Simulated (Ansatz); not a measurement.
# What TlSbS3 (model cell, started as cubic perovskite with Sb in the octahedra) distorts into

Aim: this structure of TlSbS3 (model cell, started as cubic perovskite with Sb in the octahedra) is to be tested for unstable modes, and one is followed downhill.

Calculated with Ansatz 0.2.0; DFT LDA, scalar-relativistic, plane waves, PAW; PAW set soft_1.

The structure was built from a prototype and need not be the compound's stable phase.

## (1) Set-up

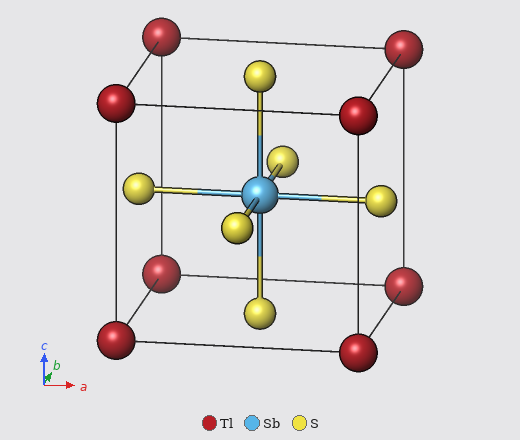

The cell as given, slightly off an axis (thallium red, antimony blue, sulfur yellow). Some periodic images of atoms are drawn too.

## (2) The dispersion

The cell comes from relaxations at this level that are not shown. Stability and thermal properties need the whole zone. Linear response on a 2×2×2 q mesh gives force constants as far as a supercell of that size would.

input.yaml

```yaml
crystal:
  lattice:
    - [4.9559718062, 0.0, 0.0]
    - [0.0, 4.9559718062, 0.0]
    - [0.0, 0.0, 4.9559718062]
  atoms:
    - { symbol: Tl, position: [0.0, 0.0, 0.0] }
    - { symbol: Sb, position: [0.5, 0.5, 0.5] }
    - { symbol: S, position: [0.5, 0.5, 0.0] }
    - { symbol: S, position: [0.5, 0.0, 0.5] }
    - { symbol: S, position: [0.0, 0.5, 0.5] }
kpoints:
  mp_grid: { grid: [8, 8, 8] }
hamiltonian:
  xc: lda
  pseudopotentials: { kind: paw, azcp: { folder: soft_1 }, xc_functional: pbe }
scf:
  occupations: { method: methfessel_paxton, width: 0.2 }
output:
  eigenvalues: true
phonons:
  method: dfpt
  qmesh: [2, 2, 2]
  temperatures: { t_max: 1000, t_step: 50 }
  qpath:
    path:
      - [[0.0, 0.0, 0.0], [0.0, 0.5, 0.0], [0.5, 0.5, 0.0], [0.0, 0.0, 0.0], [0.5, 0.5, 0.5], [0.0, 0.5, 0.0]]
      - [[0.5, 0.5, 0.5], [0.5, 0.5, 0.0]]
    npoints: 10
```

Run with:

```console
> ansatz run input.yaml --threads 4 --pin off --max-ram 16384MiB --backend cpu --events-out ev --progress --plain --runs-dir out
```

Numbers of over 12 decimals in the logs are rounded to 6 here.

What it wrote:

```text
Engine: ansatz 0.2.0, aarch64-unknown-linux-gnu
Pseudopotentials: kind: paw
Pseudopotential: Tl, paw, valence charge 13, recommended cutoff 420 eV (normal), soft_1/Tl.paw.azcp
Pseudopotential: Sb, paw, valence charge 15, recommended cutoff 420 eV (normal), soft_1/Sb.paw.azcp
Pseudopotential: S, paw, valence charge 6, recommended cutoff 420 eV (normal), soft_1/S.paw.azcp
Functional definition: SPW92
  exchange = slater_x
  correlation = pw_c
Crystal: 5 atoms, lattice volume = 121.727 Å³
Basis set: ecut = 420 eV, 2373 PW (Γ), exchange–correlation on 72×72×72 points (8 copies of the dense FFT grid, shifted against one another)
Bands: 28, of which v1, the nominal top of the filled ones, is band 23 counted from 1 (22 counted from 0)
Symmetry: 48 space group operations
k-points: 35 of 512
Non-local potential: Tl, projectors of the file, l = 0: 2, l = 1: 2, l = 2: 2, l = 3: 1
Non-local potential: Sb, projectors of the file, l = 0: 2, l = 1: 2, l = 2: 2, l = 3: 1
Non-local potential: S, projectors of the file, l = 0: 2, l = 1: 2, l = 2: 1
PAW form: soft (Blöchl's): semilocal exchange-correlation on the pseudo side does not see the compensation charge
PAW frozen core: Tl, regenerated for the run's functional, and the local potential with it (the file was generated under x = pbe(κ = 0.804, μ = 0.219515), c = pbe(β = 0.066725))
PAW frozen core: Sb, regenerated for the run's functional, and the local potential with it (the file was generated under x = pbe(κ = 0.804, μ = 0.219515), c = pbe(β = 0.066725))
PAW frozen core: S, regenerated for the run's functional, and the local potential with it (the file was generated under x = pbe(κ = 0.804, μ = 0.219515), c = pbe(β = 0.066725))
PAW one-centre angular grid: Tl, 590 points (default); XC on 64 Gauss nodes
PAW one-centre angular grid: Sb, 590 points (default); XC on 64 Gauss nodes
PAW one-centre angular grid: S, 110 points (default); XC on 64 Gauss nodes
Initial density: superposition of atomic densities (chi_scale 0.1, normalization cell, long waves kept (reshape's long-wave potential 0.03 eV rms))
Initial wavefunctions: pseudopotential atomic-orbital guess
Functional: x = slater, c = lda
SCF iter   1: F=—  HF=-20092.978312 eV  |F-HF|=—  |Δ(HF+E_count)|=         —  Δρ=2.88e-2  dr2=2.43e0  ethr=3.10e-3  ⟨swp⟩=7.7  Hψ=4924  notcnv=0
preconditioner: auto → Kerker (q_TF=auto, 2.320 Å⁻¹)  [metal: Δε(μ)=0.037 eV  Ē_g=10.342 eV  σ=0.200 eV  W_gap=0.15  n_scr=26 (ndim 8)  ℏωp=20.2 eV  f_vac=0.000  D(μ)=3.65/eV (n_scr^D=26)]
SCF iter   2: F=—  HF=-20092.430886 eV  |F-HF|=—  |Δ(HF+E_count)|=   5.47e-1  S|Δr|=    0.00e0  Δρ=1.61e-2  dr2=9.35e-1  ethr=3.10e-3  ⟨swp⟩=2.8  Hψ=1625  notcnv=0  defer=10
SCF iter   3: F=—  HF=-20092.130551 eV  |F-HF|=—  |Δ(HF+E_count)|=   3.00e-1  S|Δr|=    0.00e0  Δρ=3.92e-3  dr2=7.89e-2  ethr=2.03e-3  ⟨swp⟩=2.8  Hψ=1777  notcnv=0  defer=10
SCF iter   4: F=—  HF=-20092.100450 eV  |F-HF|=—  |Δ(HF+E_count)|=   3.01e-2  S|Δr|=    0.00e0  Δρ=1.44e-3  dr2=7.16e-3  ethr=1.71e-4  ⟨swp⟩=2.6  Hψ=1712  notcnv=0  defer=7
SCF iter   5: F=—  HF=-20092.098145 eV  |F-HF|=—  |Δ(HF+E_count)|=   2.30e-3  S|Δr|=    0.00e0  Δρ=5.19e-4  dr2=4.88e-4  ethr=1.56e-5  ⟨swp⟩=2.9  Hψ=1925  notcnv=0  defer=5
SCF iter   6: F=—  HF=-20092.097986 eV  |F-HF|=—  |Δ(HF+E_count)|=   1.59e-4  S|Δr|=    0.00e0  Δρ=1.28e-4  dr2=2.71e-5  ethr=1.06e-6  ⟨swp⟩=2.0  Hψ=1675  notcnv=0  defer=5
SCF iter   7: F=—  HF=-20092.097995 eV  |F-HF|=—  |Δ(HF+E_count)|=   9.11e-6  S|Δr|=    0.00e0  Δρ=2.34e-5  dr2=5.91e-7  ethr=5.90e-8  ⟨swp⟩=2.4  Hψ=1581  notcnv=0  defer=5
SCF iter   8: F=—  HF=-20092.097987 eV  |F-HF|=—  |Δ(HF+E_count)|=   8.53e-6  S|Δr|=    0.00e0  Δρ=5.95e-6  dr2=5.04e-8  ethr=1.28e-9  ⟨swp⟩=2.3  Hψ=1658  notcnv=0  defer=5
SCF iter   9: F=—  HF=-20092.097987 eV  |F-HF|=—  |Δ(HF+E_count)|=   1.77e-8  S|Δr|=    0.00e0  Δρ=1.54e-6  dr2=5.08e-9  ethr=1.10e-10  ⟨swp⟩=2.4  Hψ=1817  notcnv=0  defer=5
SCF iter  10: F=—  HF=-20092.097987 eV  |F-HF|=—  |Δ(HF+E_count)|=   1.11e-9  S|Δr|=    0.00e0  Δρ=4.84e-7  dr2=4.49e-10  ethr=1.10e-11  ⟨swp⟩=2.3  Hψ=1382  notcnv=0  defer=5
SCF iter  11: F=-20092.097987 eV  HF=-20092.097987 eV  |F-HF|=0.00e0  |Δ(HF+E_count)|=  6.55e-11  S|Δr|=    0.00e0  Δρ=7.72e-8  dr2=7.64e-12  ethr=1.00e-12  ⟨swp⟩=7.3  Hψ=6339  notcnv=0
SCF 1 converged in 11 iterations: F = -20092.097987 eV  dr2 = 7.64e-12
  greatest PAW one-centre occupation: 0.997 electrons in one spin orbital (limit 2), on the Sb atom at site 1 (counted from 0), in its partial waves of l = 2
Initial density: read from a saved state, or passed on in memory by an earlier SCF of this step, an earlier step, the calling program or the single point that the run made first
iter 1 solved again at ethr=2.88e-7 eV; its pass at ethr=3.10e-3 eV (dr2=1.32e-4 eV) is discarded
SCF iter   1: F=—  HF=-20092.097986 eV  |F-HF|=—  |Δ(HF+E_count)|=         —  Δρ=7.91e-7  dr2=7.06e-10  ethr=2.88e-7  ⟨swp⟩=3.8  Hψ=8345  notcnv=0
eigensolver tolerance schedule: the retry pair's looser diagonalisation over-reported the residual by 187358.48 of it (diagonalisation noise at an unbounded share of the residual, at the tolerance the schedule requests for it); recorded, not acted on — ethr = c·dr2/N_el stays at c = 1.0e-1
preconditioner: auto → Kerker (q_TF=auto, 2.320 Å⁻¹)  [metal: Δε(μ)=0.007 eV  Ē_g=9.898 eV  σ=0.200 eV  W_gap=0.03  n_scr=26 (ndim 8)  ℏωp=20.2 eV  f_vac=0.001  D(μ)=3.96/eV (n_scr^D=26)]
SCF iter   2: F=—  HF=-20092.097987 eV  |F-HF|=—  |Δ(HF+E_count)|=   1.22e-6  S|Δr|=    0.00e0  Δρ=4.14e-7  dr2=2.00e-10  ethr=1.54e-12  ⟨swp⟩=4.8  Hψ=3311  notcnv=0
SCF iter   3: F=—  HF=-20092.097987 eV  |F-HF|=—  |Δ(HF+E_count)|=  4.73e-11  S|Δr|=    0.00e0  Δρ=2.73e-7  dr2=8.10e-11  ethr=1.00e-12  ⟨swp⟩=1.0  Hψ=980  notcnv=0
SCF iter   4: F=—  HF=-20092.097987 eV  |F-HF|=—  |Δ(HF+E_count)|=  2.55e-11  S|Δr|=    0.00e0  Δρ=1.17e-7  dr2=1.41e-11  ethr=1.00e-12  ⟨swp⟩=1.0  Hψ=980  notcnv=0
SCF iter   5: F=-20092.097987 eV  HF=-20092.097987 eV  |F-HF|=0.00e0  |Δ(HF+E_count)|=  3.64e-12  S|Δr|=    0.00e0  Δρ=2.68e-8  dr2=7.46e-13  ethr=1.00e-12  ⟨swp⟩=4.7  Hψ=2993  notcnv=0
SCF 2 converged in 5 iterations: F = -20092.097987 eV  dr2 = 7.46e-13
phonons: the bands overlap, so this run is a metal and interpolates without the dipole-dipole term. If the crystal is really an insulator or semiconductor, its LO-TO splitting is missing
NSCF: frozen V_eff on 35 k-points
NSCF: frozen V_eff on 125 k-points
DFPT response loops at q = (0, 0, 0) (fractional): preconditioner auto → Kerker (q_TF=auto, 2.320 Å⁻¹) (partly filled bands, converged f_vac=0.001); β = 1.00, the filter's whole step (`scf.mixing.beta` (0.50) is not read by the response loops under this deck's `scf.mixing.preconditioner`; to damp them name `kerker` or `kerker_dos`, under which they read `scf.mixing.beta`, and type it under 1.00, their step now; both keys bind the ground state too); Broyden in place of MSR1
NSCF: frozen V_eff on 250 k-points
DFPT response loops at q = (0, 0, -0.5) (fractional): mixed as the last ones told, above
NSCF: frozen V_eff on 250 k-points
DFPT response loops at q = (0, -0.5, -0.5) (fractional): mixed as the last ones told, above
NSCF: frozen V_eff on 250 k-points
DFPT response loops at q = (-0.5, -0.5, -0.5) (fractional): mixed as the last ones told, above
SCF converged after 11 iterations
Stability not checked: this state was not tested for a lower state beside it, because cold or Methfessel-Paxton smearing, or corrected tetrahedra, fill the levels in a way that the test cannot read (fill_not_monotonic; see scf.lower_state_search)
Free energy (F): -20092.097987 eV
Harris-Foulkes:  -20092.097987 eV  (|F-HF|=0.00e0)
Internal energy: -20092.093256 eV  (E = F + TS)
E sigma→0 (E₀):  -20092.096804 eV
Entropy (-TS):   -0.004731 eV (-0.946 meV/atom)
Fermi energy:    6.687343 eV
--- Per-component energies (eV) ---
  E_band       = -226.568949
  E_kinetic    = 746.985960
  E_local      = -3147.226334  (includes V_loc(G=0)·N_el)
  E_nonlocal   = 822.224643
  E_hartree    = 1223.362398
  E_xc         = -546.733527
  E_vxc        = -462.777669  (∫ρ·V_xc dr)
  E_paw        = -16013.929507  (= ΣΔE_a)
  E_vpaw       = -632.500498  (= ΣTr[D̂ρ^β])
  E_aug_tail   = 0.000087  (compensation charges beyond the density's cutoff)
  E_ewald      = -3177.653938
  E_core_change = 0.876963  (= ΣΔE_core)
  E_smearing   = -0.004731  (= −TS)
  E_closure    = -0.000000  (closes the sum)
  Σ components = -20092.097987   (vs F -20092.097987, Δ=0.00e0)
--- Band table (eV; the first three rows and the last of 35) ---
  k-point 0: bands = [... 19 lower, 5.5270, 5.5270, 5.7507, 5.7507, 5.7507, 12.0726, 12.0726, 12.0726, ... 1 higher]
  k-point 1: bands = [... 19 lower, 5.4581, 5.7021, 5.7231, 5.7231, 5.8236, 11.6316, 11.8935, 11.8935, ... 1 higher]
  k-point 2: bands = [... 19 lower, 5.2071, 5.5905, 5.7564, 5.7564, 6.4594, 10.5057, 11.6096, 11.6096, ... 1 higher]
  k-point 34: bands = [... 19 lower, 5.0853, 6.9721, 6.9721, 6.9721, 7.9831, 7.9831, 7.9831, 10.6616, ... 1 higher]
--- Phonons (Γ-DFPT): 4 representative perturbations + reference (Σ response iterations 12) ---
  ASR residual: 2.884e-5 → 0.000e0 eV/Å²; symmetrization residual: 1.973e-5 eV/Å²
  ASR residual per site (eV/Å²): 2.31e-5 2.82e-5 2.88e-5 2.88e-5 2.88e-5
  Γ frequencies (cm⁻¹): -122.62 -122.62 -122.62 -98.71 -98.71 -98.71 -21.07 -21.07 -21.07 0.00 0.00 0.00 252.25 252.25 252.25
--- Phonons (arbitrary-q DFPT): 4 irreducible q on the 2×2×2 mesh ---
  q = [0.0000, 0.0000, 0.0000] (star 1, of the zone-centre solve; hermiticity 6.30e-6, symmetrization 8.67e-12): -122.62 -122.62 -122.62 -98.71 -98.71 -98.71 -21.07 -21.07 -21.07 -0.00 0.00 0.00 252.25 252.25 252.25
  q = [0.0000, 0.0000, -0.5000] (star 3, 9 solved perturbations in 975 linear systems a pass and spin channel, the states on 125 of 512 k-point pairs; hermiticity 1.40e-6, symmetrization 1.01e-11): -126.49 -123.49 -115.21 -115.21 -103.51 -103.51 -16.23 -16.23 9.04 36.37 36.37 162.24 272.69 272.69 285.40
  q = [0.0000, -0.5000, -0.5000] (star 3, 9 solved perturbations in 975 linear systems a pass and spin channel, the states on 125 of 512 k-point pairs; hermiticity 2.06e-6, symmetrization 3.17e-13): -143.15 -143.15 -111.63 -99.20 -99.20 -94.09 -16.57 9.18 9.18 42.80 168.19 168.19 273.24 290.53 313.67
  q = [-0.5000, -0.5000, -0.5000] (star 1, 4 solved perturbations in 350 linear systems a pass and spin channel, the states on 125 of 512 k-point pairs; hermiticity 1.60e-7, symmetrization 9.67e-12): -141.05 -141.05 -141.05 -102.35 -102.35 -102.35 -7.47 -7.47 -7.47 174.06 174.06 174.06 269.38 269.38 352.38
  sum rule: each row above includes the acoustic sum rule's correction from the zone centre's row sums; it moved no ω² by more than (0.49 cm⁻¹)²
  mesh force constants: q→R imaginary residual 3.67e-18; ASR residual 2.884e-5 → 0.000e0 eV/Å²; symmetrization residual 1.599e-14 eV/Å²
  interpolated dispersion: 62 rows × 15 modes
  density of states and harmonic sums: on the 14×14×14 q-mesh, interpolated from the force constants of a 2×2×2 supercell (no non-analytic term)
  largest difference from the sums on the solved wave vectors: F 5.02e-2 eV, S 7.34e-5 and C_V 2.32e-5 eV/K
  zero-point energy: 0.073641 eV/cell   skipped modes (ω ≤ 0): 967, of them read as no rigid motion or as one in doubt: 964 (7.979e0 modes/cell left out, lowest -143.15 cm⁻¹)   left out of the sums: 5.32e-1 of the cell's modes: C_V's classical limit lies that fraction below 3 k_B per atom; for a crystal, a wire or a layer, F and S can be off by more, and a phonons.interpolated_qmesh denser along its periods is the remedy for the sampling
```

It took 4.2 min on 4 threads of Arm Neoverse V1, shared host; peak memory 1.3 GiB; 16 min of CPU time.

In the SCF lines HF is the Harris–Foulkes energy and dr2 the Hartree energy of the density residual, in eV; the loop may stop once dr2 is under the threshold and the program's other checks hold. Hψ counts applications of the Hamiltonian.

Numbers from this step:

```yaml
volume_per_atom: 24.35 Å³
gap_on_the_k_mesh: 0 eV
sum_rule_residual_before_enforcement: 2.88e-5 eV/Å²
lowest_frequency_on_the_path: -143.2 cm⁻¹
point_group: m-3m
highest_frequency_on_the_path_or_at_a_solved_wavevector: 352.4 cm⁻¹
highest_optical_mode_at_the_zone_centre_no_lo_to_term: 252.2 cm⁻¹
lowest_optical_zone_centre_mode: -122.6 cm⁻¹
lowest_mode_on_the_q_mesh_acoustic_modes_at_gamma_apart: -143.2 cm⁻¹
```

Frequencies (cm⁻¹) solved at each irreducible wavevector; negative means imaginary. Frequencies by wavevector, by row:

| q in reciprocal lattice units | star | mode 1 | mode 2 | mode 3 | mode 4 | mode 13 | mode 14 | mode 15 |
| --- | --- | --- | --- | --- | --- | --- | --- | --- |
| 0 0 0 | 1 | -122.6 | -122.6 | -122.6 | -98.7 | 252.2 | 252.2 | 252.2 |
| 0 0 -0.5 | 3 | -126.5 | -123.5 | -115.2 | -115.2 | 272.7 | 272.7 | 285.4 |
| 0 -0.5 -0.5 | 3 | -143.2 | -143.2 | -111.6 | -99.2 | 273.2 | 290.5 | 313.7 |
| -0.5 -0.5 -0.5 | 1 | -141.1 | -141.1 | -141.1 | -102.3 | 269.4 | 269.4 | 352.4 |

Interpolated from a 2×2×2 q mesh. The phonon branches at the labelled points (cm⁻¹):

| point | branch 1 | branch 2 | branch 3 | branch 4 | branch 12 | branch 13 | branch 14 | branch 15 |
| --- | --- | --- | --- | --- | --- | --- | --- | --- |
| Γ | -123 | -123 | -123 | -99 | 0 | 252 | 252 | 252 |
| X | -126 | -124 | -115 | -115 | 162 | 273 | 273 | 285 |
| M | -143 | -143 | -112 | -99 | 168 | 273 | 290 | 314 |
| Γ | -123 | -123 | -123 | -99 | 0 | 252 | 252 | 252 |
| R | -141 | -141 | -141 | -102 | 174 | 269 | 269 | 352 |
| X | -126 | -124 | -115 | -115 | 162 | 273 | 273 | 285 |
| jump to R | -141 | -141 | -141 | -102 | 174 | 269 | 269 | 352 |
| M | -143 | -143 | -112 | -99 | 168 | 273 | 290 | 314 |

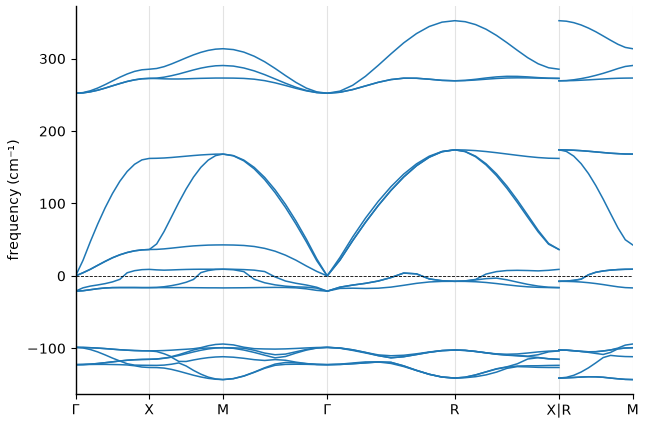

Phonon branches along the path.

Symmetry leaves 4 wavevectors to solve. The lowest mode among them, the acoustic zeros apart, lies at q = (0, -0.5, -0.5) and is imaginary, 143.2i cm⁻¹, so the energy falls along it.

## (3) The mode frozen in, largest atomic shift 0 Å

The mode followed lies at q = (0, -0.5, -0.5) with frequency 143.2i cm⁻¹ and is 2-fold degenerate, the softest among the wavevectors solved. At small amplitude the distorted cell has space group no. 10 by a symmetry search on the positions. The undistorted cell that holds it gives the zero of energy on the same k mesh.

System of this step: TlSbS3 (model cell, started as cubic perovskite with Sb in the octahedra). The structure is cubic, space group Pm-3m (No. 221). The conventional cell has a = 4.956 Å, b = 4.956 Å, c = 4.956 Å, α = 90.00°, β = 90.00°, γ = 90.00°. Nearest to Tl lie 12 S at 3.50 Å. Nearest to Sb lie 6 S at 2.48 Å. Nearest to S lie 2 Sb at 2.48 Å. S has 2 Sb at 2.48 Å nearest. Farther neighbours and most contacts between anions are not listed.

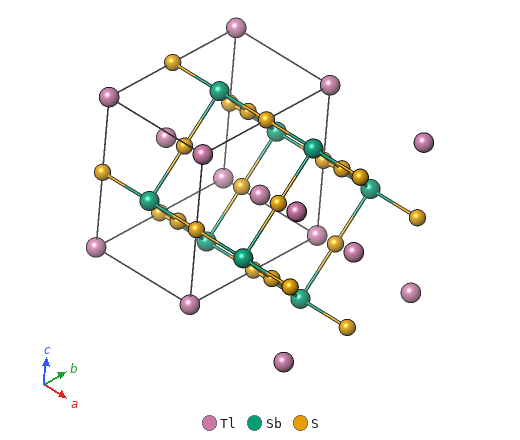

The cell of this step (thallium pink, antimony teal, sulfur orange). 2×1×1 cells are drawn. Some periodic images of atoms are drawn too.

input.yaml

```yaml
crystal:
  lattice:
    - [-4.9559718062, 0.0, 0.0]
    - [0.0, -4.9559718062, -4.9559718062]
    - [0.0, -4.9559718062, 4.9559718062]
  atoms:
    - { symbol: Tl, position: [0.0, 0.5, 0.5] }
    - { symbol: Tl, position: [0.0, 0.0, 0.0] }
    - { symbol: Sb, position: [0.5, 0.0, 0.5] }
    - { symbol: Sb, position: [0.5, 0.5, 0.0] }
    - { symbol: S, position: [0.5, 0.25, 0.25] }
    - { symbol: S, position: [0.5, 0.75, 0.75] }
    - { symbol: S, position: [0.5, 0.25, 0.75] }
    - { symbol: S, position: [0.5, 0.75, 0.25] }
    - { symbol: S, position: [1.0, 0.0, 0.5] }
    - { symbol: S, position: [1.0, 0.5, 0.0] }
kpoints:
  mp_grid: { grid: [8, 6, 6] }
hamiltonian:
  xc: lda
  pseudopotentials: { kind: paw, azcp: { folder: soft_1 }, xc_functional: pbe }
scf:
  occupations: { method: methfessel_paxton, width: 0.2 }
output:
  forces: true
  stress: true
  eigenvalues: true
```

What it wrote:

```text
[...]
Crystal: 10 atoms, lattice volume = 243.454 Å³
Basis set: ecut = 420 eV, 4781 PW (Γ)
Bands: 56, of which v1, the nominal top of the filled ones, is band 46 counted from 1 (45 counted from 0)
Symmetry: 32 space group operations
[...]
k-points: 50 of 288
[...]
k-point 0: bands = [... 42 lower, 5.5266, 5.7496, 5.7506, 5.7506, 6.9835, 8.5274, 8.5274, 8.7954, ... 6 higher]
  k-point 1: bands = [... 42 lower, 5.5720, 5.7018, 5.7826, 5.8174, 6.8257, 7.4378, 9.0437, 10.0239, ... 6 higher]
  k-point 2: bands = [... 42 lower, 5.4439, 5.5786, 5.9315, 6.3185, 6.5192, 6.8071, 10.0956, 10.4766, ... 6 higher]
  k-point 49: bands = [... 42 lower, 5.3724, 5.3724, 6.9816, 6.9816, 8.5267, 8.5267, 8.5276, 8.5276, ... 6 higher]
[key lines of the parts left out:]
SCF converged after 9 iterations
Free energy (F): -40184.201579 eV
Fermi energy:    6.676651 eV
P = ⅓ Tr σ = -0.0428 GPa (-0.428 kbar)
```

It took 16 s on 4 threads; peak memory 0.88 GiB.

This step gave:

* pressure: -0.04279 GPa
* energy from the undistorted cell: 0 meV/atom

The run ends at a pressure of -0.04 GPa.

## (4) The mode frozen in, largest atomic shift 0.6 Å

The atoms are moved along the unstable eigenvector, the largest shift by 0.6 Å, with the cell fixed.

input.yaml, the sections that differ from step 3:

```yaml
crystal:
  lattice:
    - [-4.9559718062, 0.0, 0.0]
    - [0.0, -4.9559718062, -4.9559718062]
    - [0.0, -4.9559718062, 4.9559718062]
  atoms:
    - { symbol: Tl, position: [0.0, 0.5012900664, 0.49742104] }
    - { symbol: Tl, position: [0.0, -0.0012900664, 0.00257896] }
    - { symbol: Sb, position: [0.5, 0.0044591981, 0.5089143427] }
    - { symbol: Sb, position: [0.5, 0.4955408019, -0.0089143427] }
    - { symbol: S, position: [0.5, 0.25, 0.25] }
    - { symbol: S, position: [0.5, 0.75, 0.75] }
    - { symbol: S, position: [0.5, 0.25, 0.75] }
    - { symbol: S, position: [0.5, 0.75, 0.25] }
    - { symbol: S, position: [1.0, -0.0382983762, 0.4234380622] }
    - { symbol: S, position: [1.0, 0.5382983762, 0.0765619378] }
# kpoints, hamiltonian, scf, output: as in step 3
```

What it wrote:

```text
[...]
Crystal: 10 atoms, lattice volume = 243.454 Å³
Basis set: ecut = 420 eV, 4781 PW (Γ)
Bands: 56, of which v1, the nominal top of the filled ones, is band 46 counted from 1 (45 counted from 0)
Symmetry: 4 space group operations
[...]
k-points: 100 of 288
[...]
k-point 0: bands = [... 42 lower, 5.6985, 5.8525, 5.9946, 6.0630, 6.9956, 8.2537, 8.5556, 9.1998, ... 6 higher]
  k-point 1: bands = [... 42 lower, 5.6819, 5.7623, 5.9406, 6.0080, 6.8192, 7.6039, 9.0302, 9.9714, ... 6 higher]
  k-point 2: bands = [... 42 lower, 5.7636, 5.8232, 5.9509, 6.0823, 6.4974, 7.1071, 10.1474, 10.2714, ... 6 higher]
  k-point 99: bands = [... 42 lower, 5.5860, 5.6516, 6.5477, 6.6412, 7.9545, 8.0519, 8.8270, 9.0008, ... 6 higher]
[key lines of the parts left out:]
SCF converged after 10 iterations
Free energy (F): -40184.542497 eV
Fermi energy:    6.678791 eV
P = ⅓ Tr σ = 0.0729 GPa (0.729 kbar)
```

Elapsed: 29 s, on 4 threads; peak memory 1.2 GiB.

Numbers from this step:

| Property | Result |
| --- | --- |
| pressure | 0.07289 GPa |
| energy from the undistorted cell | -34.26 meV/atom |

The energy, extrapolated to zero smearing, is -34.26 meV/atom against the undistorted cell.

The run ends at a pressure of 0.07 GPa, with forces up to 0.47 eV/Å.

(Continued in part 2 of 3.)

[Logs are printed without paths, hosts, clocks, repeated set-up lines and the standing remarks that a program may print on its own settings, such as how far it seeks lower states.]

[Hosts, paths, dates, database ids (printed as entryN), source tags and the programs' standing remarks are cut or masked in the printed files.]
